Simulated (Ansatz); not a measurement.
# Calculations on CH₂OS

### Relaxation

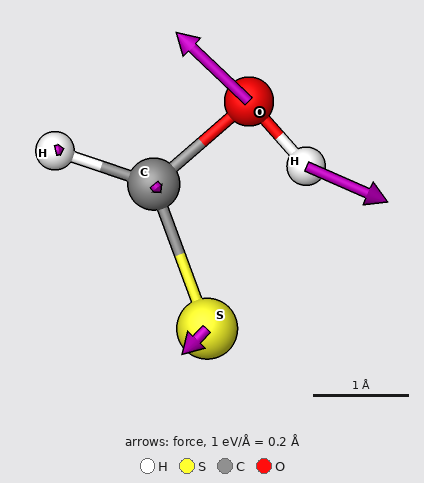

Starting geometry of CH$_{2}$OS (started from a transition state, displaced along its imaginary mode) with the computed forces as purple arrows. The picture is a ball-and-stick view, seen face on.

All numbers below come from RKS PBE0-D4/def2-TZVP in Ansatz. (force threshold 0.005 eV/Å; at most 200 steps)

Is this structure relaxed? If not, where do the atoms go?

Answer. It isn't relaxed: the largest force vector, on the O atom, is 5.36 eV/Å. The final displacements follow the starting forces only in part (cosine between the two patterns 0.38). After 6 accepted moves (7 points after the start) the energy has fallen by 69.9 kJ/mol. Largest force component: 5 eV/Å at the start, 0.0029 eV/Å at the end. The line search rejected the trial step at point 3 of the run. The atom that moves furthest after the best rigid fit is an H atom (0.34 Å). By element the largest moves are H 0.34 Å, S 0.28 Å, C 0.10 Å, O 0.07 Å. Some distances before and after: H–S 2.003 → 2.598 Å, H–O 0.909 → 0.971 Å, C–S 1.623 → 1.614 Å, C–H 1.097 → 1.090 Å. Bond angles that change, for instance: H–O–C 90.5° → 107.6°, S–C–O 110.7° → 126.3°, H–C–O 120.4° → 110.0°. The run took 13 s on 2 threads of Arm Neoverse V1 (shared host).

### Relaxation

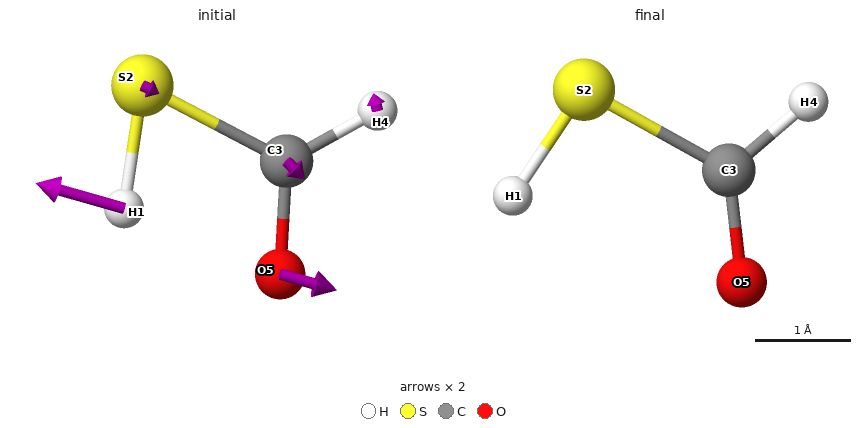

The structure of CH2OS (started from a transition state, displaced along its imaginary mode) before (left) and after (right) a relaxation, at one scale. The purple arrows give the displacements, magnified 2 times.

Style: ball-and-stick. Shown face on.

Theory: RKS PBE0-D4/def2-TZVP (Ansatz). (force threshold 0.005 eV/Å; at most 200 steps)

What changed between the two?

Answer. The atom that moves furthest after the best rigid fit is H1 (0.49 Å). Largest moves by element: H 0.49 Å, O 0.32 Å, C 0.14 Å, S 0.10 Å. Among the contacts that change: H1–S2 1.311 → 1.345 Å, S2–C3 1.736 → 1.767 Å, C3–H4 1.098 → 1.106 Å. Among the angles between lasting bonds that change: H1–S2–C3 70.4° → 94.7°, S2–C3–H4 123.5° → 110.4°, S2–C3–O5 114.9° → 126.1°. The energy falls by 0.665 eV in 8 accepted moves (10 points after the start). Largest force component: 2 eV/Å at the start, 0.00065 eV/Å at the end. The line search rejected the trial steps at points 4, 8 of the run. The run took 17 s on 2 threads of Arm Neoverse V1 (shared host).

### Reaction

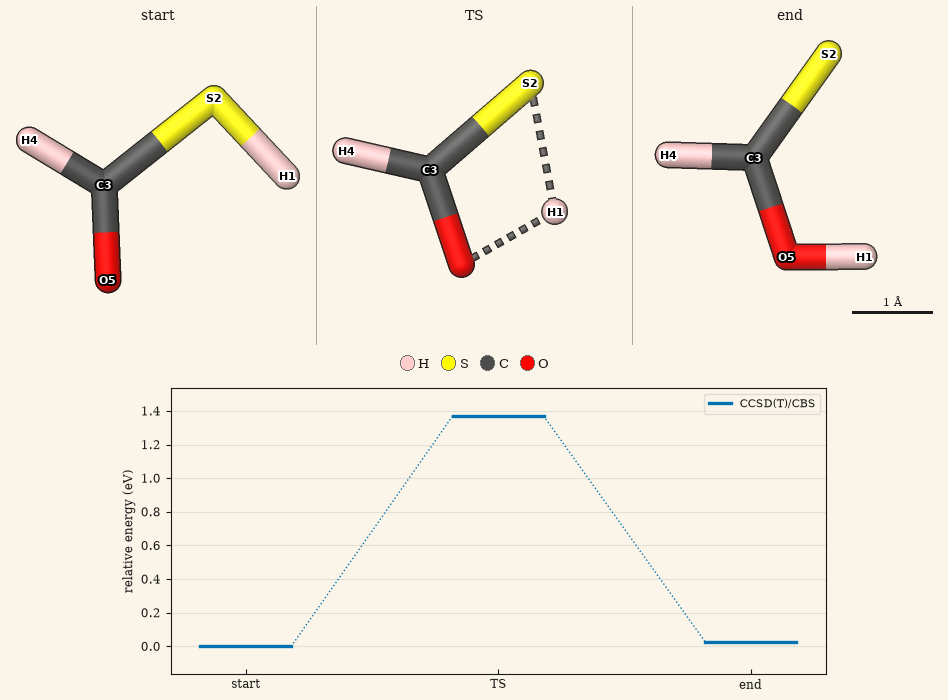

A reaction step of CH₂OS, with its energy diagram. A stick model, seen face on. Dashed sticks mark bonds that form or break.

Stationary points at PBE0-D4/def2-TZVP, single-point energies with CCSD(T)/CBS (def2-TZVPP where no basis is named; Ansatz 0.2.0). The energies are electronic, without zero-point or thermal terms, and both ends are the minima reached downhill from the saddle, with any fragments still in contact. CCSD(T)/CBS stands for a frozen-core estimate: MP2 correlation extrapolated from def2-TZVPP and def2-QZVPP, CCSD(T) minus MP2 from the smaller set.

Describe the step and its energetics.

From the start over the saddle to the end, a bond forms: H1–O5 (2.61 → 1.35 → 0.97 Å). A bond breaks: H1–S2 (1.34 → 1.65 → 2.60 Å). The saddle has one imaginary mode, 1711i cm⁻¹. With CCSD(T)/CBS the barrier is 1.37 eV from the start and 1.34 eV from the end, and the end lies 0.03 eV above the start.

### Path

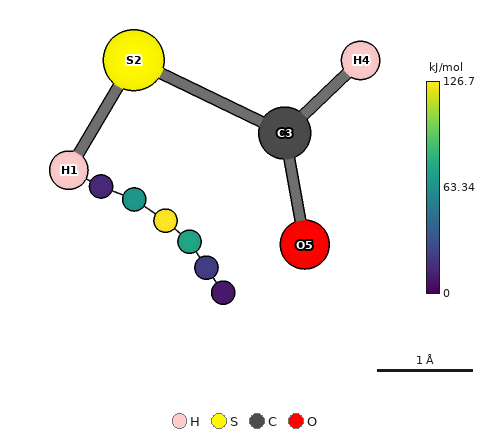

A nudged-elastic-band calculation for CH2OS. Images are numbered from 0 (start) to 6 (end). The start is drawn whole; smaller spheres mark the moving atoms (H) in the later images, joined by lines and coloured by the energy of the image relative to the start. Style: ball-and-stick. Shown face on.

All numbers below come from Ansatz, RKS PBE0-D4/def2-SVP. Settings: 5 movable images; climbing image.

> What moves, how far, and at what cost in energy?

A hydrogen atom shifts from one atom to another. Breaking: H1–S2 (1.34 → 1.65 at the top → 2.60 Å). Forming: H1–O5 (2.61 → 1.35 at the top → 0.97 Å). The energy climbs by 126.7 kJ/mol to image 3 and then falls by 117.8 kJ/mol, so the end point sits at +8.9 kJ/mol. The band converged in 10 iterations. The largest component of the band force went from 3 to 0.02 eV/Å. The climbing image converged on the top of the path. Its curvatures weren't checked. The largest force component is 0.26 eV/Å at the start and 0.38 eV/Å at the end; an end with forces this large is no minimum, and the barrier measured from it can be far off.
